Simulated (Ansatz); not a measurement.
## Electronic structure of H₃Si···SiH₄ (doublet) in real space

The calculation's input:

```
crystal:
  periodic: [false, false, false]
  atoms:
    - { symbol: Si, position_ang: [0.000581, -6.6e-05, -0.417019] }
    - { symbol: H, position_ang: [-0.000331, 2.7e-05, 2.251877] }
    - { symbol: H, position_ang: [1.406747, 9.6e-05, -0.872455] }
    - { symbol: H, position_ang: [-0.702749, 1.217808, -0.871829] }
    - { symbol: H, position_ang: [-0.702572, -1.217935, -0.872111] }
    - { symbol: Si, position_ang: [-0.000133, 1.6e-05, 3.72208] }
    - { symbol: H, position_ang: [-0.750907, -1.169189, 4.217816] }
    - { symbol: H, position_ang: [1.387942, -0.065642, 4.217451] }
    - { symbol: H, position_ang: [-0.637177, 1.234884, 4.217792] }
magnetization:
  spin_polarized: true
  initial_magnetization: 1
basis:
  gaussian: { orbitals: "6-31G*" }
hamiltonian:
  xc: { name: BHLYP }
relax:
  f_tol: 0.03
  max_steps: 50
output:
  orbitals: {}
```

Run with:

```sh
ansatz run input.yaml --threads 1 --pin off --max-ram 2048MiB --backend cpu --events-out ev --progress --plain --runs-dir out
```

The fields are those of the run's last geometry, not of the input's.

Computed with UKS BHLYP/6-31G* in Ansatz 0.2.0.

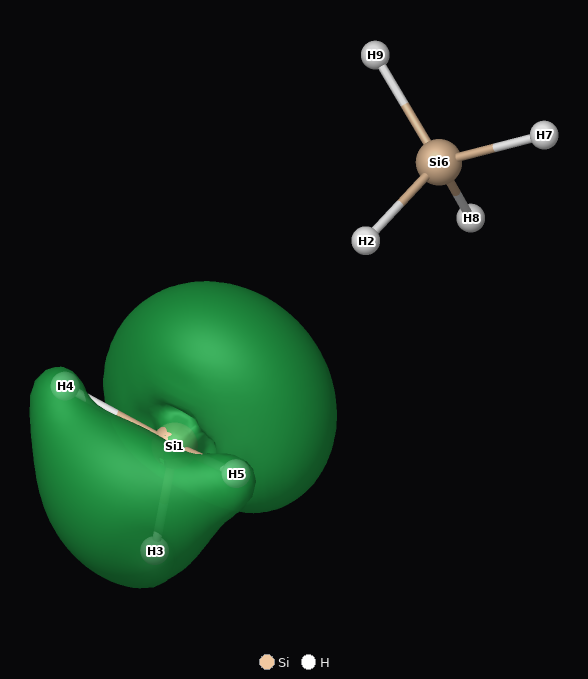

Figure 1. Isosurfaces of the spin density at +0.015 (green) and −0.015 e/Å³ (red), seen at an oblique angle.

Where is the unpaired spin?

Answer. The unpaired spin (1 electron) lies mostly on Si1 (about 0.9), in electrons by Hirshfeld's partition. Only one sign reaches the isovalue.

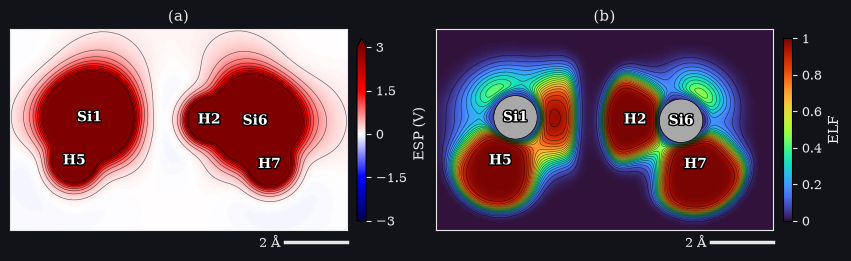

Figure 2. (a) molecular electrostatic potential; (b) electron localisation function on the plane of atoms H2, Si6 and H7. Grey discs cover the atomic cores in the ELF map.

What do the fields say about this system?

Answer. The section cuts through Si and H sites. Si–H (1.48 Å): the ELF climbs to about 1 towards the hydrogen, as it does in any bond to H. The potential has no marked negative region in this plane.

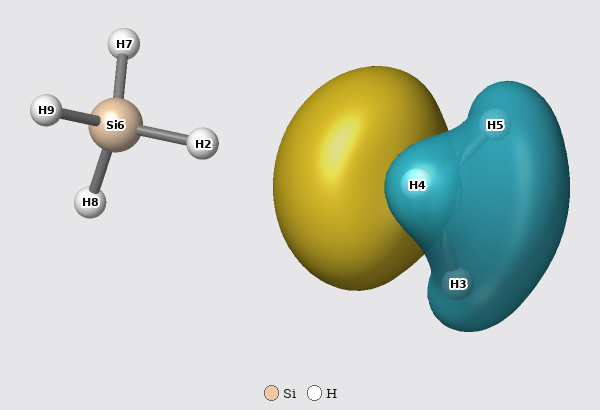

Figure 3. The HOMO (α) at ±0.08 Å⁻³ᐟ² (yellow and cyan are the two phases), seen at a tilt.

Describe this orbital and give its energy.

Answer. By Hirshfeld shares it lies mainly on Si1 (about 80 %). Its energy is −7.19 eV.

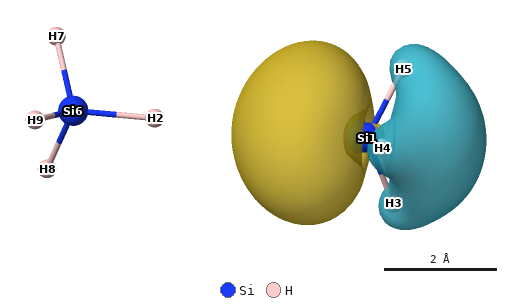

Figure 4. One frontier orbital at ±0.1 Å⁻³ᐟ² (yellow and cyan are the two phases), seen at a tilt.

Which orbital is it: HOMO (β) or LUMO (β)?

Answer. The LUMO (β), at −1.67 eV. Its weight (Hirshfeld) is mainly on Si1 (about 80 %).
